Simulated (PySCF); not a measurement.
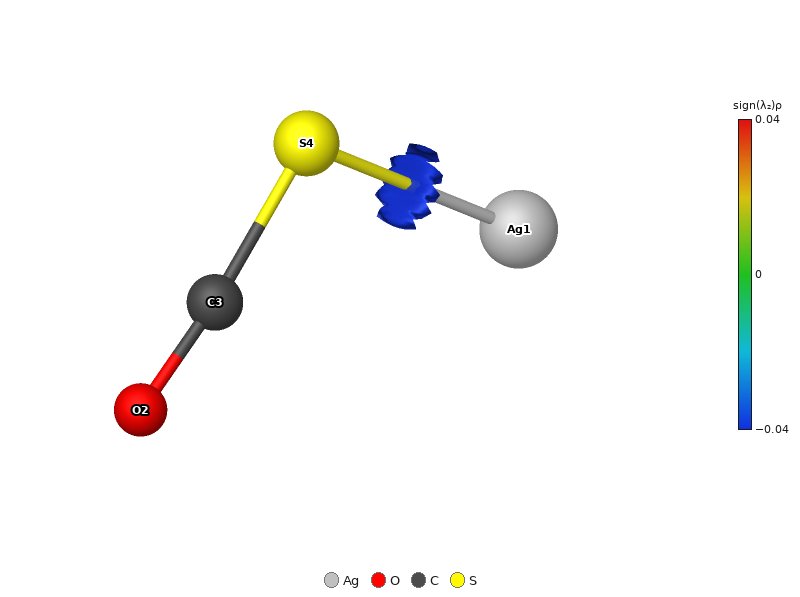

Figure 1: CAgOS, charge +1, SMILES `[Ag+].O=C=S`. Non-covalent interaction surfaces between the fragments (reduced density gradient s = 0.4, coloured by sign(λ₂)ρ in a.u.; trimmed to the region between the fragments where ρ is under 0.06 a.u.). Fragment A: Ag(+1) (atom 1); fragment B: CSO.

PySCF calculation, HF/def2-SVPD, gas phase; geometry: GFN2-xTB. Core potentials replace the inner electrons of Ag; spin–orbit coupling isn't included. GFN2-xTB bond lengths at metals and heavier atoms can be off by up to 0.1 Å and shapes distorted, which carries into these values.

### Interpret the surfaces between the fragments.

Bond critical points between the fragments: Ag1···S4, 2.51 Å, ρ = 0.055 a.u. It appears blue (attractive, sign(λ₂)ρ well below zero). The pose is a local one from a semi-empirical search, not shown to be the most stable. With a charged fragment, long-range electrostatics, which these surfaces don't show, weighs heavily in the interaction energy.

### How strongly are they bound?

The counterpoise-corrected interaction energy of the frozen fragments is −8.3 kcal/mol without dispersion correction and −18.2 kcal/mol with D3(BJ). D3 uses neutral-atom coefficients and tends to overbind metal cations. The pair geometry is semi-empirical, not a minimum at this level.
